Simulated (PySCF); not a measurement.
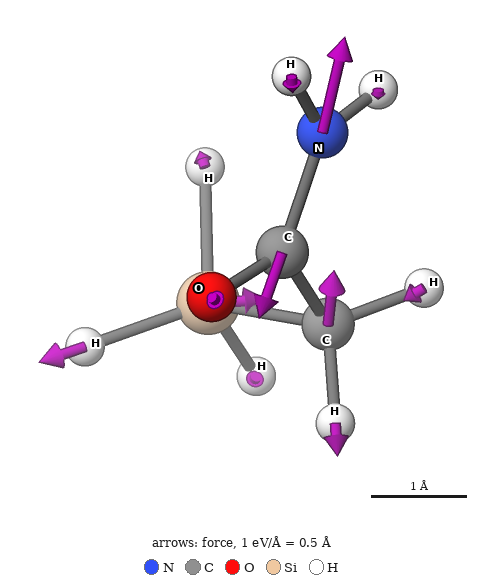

Starting geometry of C2H7NOSi with the computed forces as purple arrows. Style: ball-and-stick. Shown from a free direction.

The start comes from GFN2-xTB. Its atoms were then displaced at random by about 0.01 Å.

Computed with PySCF 2.14.0, density-fitted response routines, PBE0-D3(BJ)/def2-SVP geometry optimisation, gas phase. 

Q: Is this structure relaxed? If not, where do the atoms go?

A: It isn't relaxed: the largest force vector, on the N atom, is 2.12 eV/Å. The final displacements have little in common with the starting forces (cosine between the two patterns 0.13). Over 11 geometry steps the energy falls by 0.119 eV. The largest move after the best rigid fit is that of the O atom, 0.25 Å. Largest moves by element: O 0.25 Å, H 0.22 Å, N 0.08 Å, C 0.08 Å, Si 0.07 Å. Among the contacts that change: H–Si 1.437 → 1.491 Å, C–N 1.331 → 1.363 Å, C–H 1.079 → 1.099 Å, H–Si 1.476 → 1.496 Å. Among the angles between lasting bonds that change: Si–C–H 112.4° → 108.4°, C–C–Si 109.0° → 112.7°, H–N–H 115.8° → 119.1°.
